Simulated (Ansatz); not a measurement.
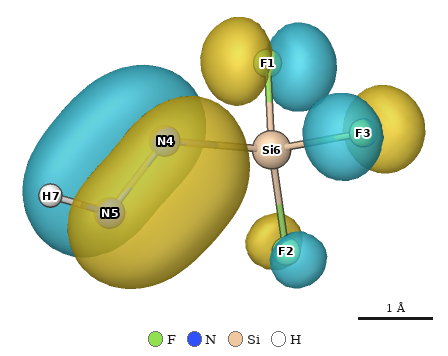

F3HN2Si (SMILES N=N[Si](F)(F)F). The HOMO−1 at ±0.1 Å⁻³ᐟ² (yellow and cyan are the two phases), seen at a tilt.

Geometry: PBE0-D3(BJ)/def2-SVP.

All numbers below come from isolated molecule in a Gaussian basis; Kohn-Sham density functional theory, functional PBE0 in Ansatz.

Input file:

```
crystal:
  periodic: [false, false, false]
  atoms:
    - {symbol: F, position_ang: [-1.684338, -0.765405, 0.974364]}
    - {symbol: F, position_ang: [-1.566543, 1.330271, -0.542303]}
    - {symbol: F, position_ang: [-0.312819, 1.306325, 1.723448]}
    - {symbol: N, position_ang: [0.725857, -0.318859, -0.178627]}
    - {symbol: N, position_ang: [1.006166, -0.076942, -1.358622]}
    - {symbol: Si, position_ang: [-0.742520, 0.418002, 0.472025]}
    - {symbol: H, position_ang: [1.890954, -0.582076, -1.581374]}
basis:
  gaussian:
    orbitals: def2-TZVPD
hamiltonian:
  xc: pbe0
output:
  forces: true
  orbitals: {seedname: orbitals}
```

Command:

```sh
ansatz run input.yaml --threads 1 --pin off --max-ram 2610MiB --events-out events.jsonl --progress --plain --runs-dir runs
```

What is the character of this orbital?

It lies mainly on N5 (about 40 %), N4 (about 35 %), F3 (about 10 %) and F1 (about 10 %); π-bonding across N5–N4. Its energy is −12.11 eV.
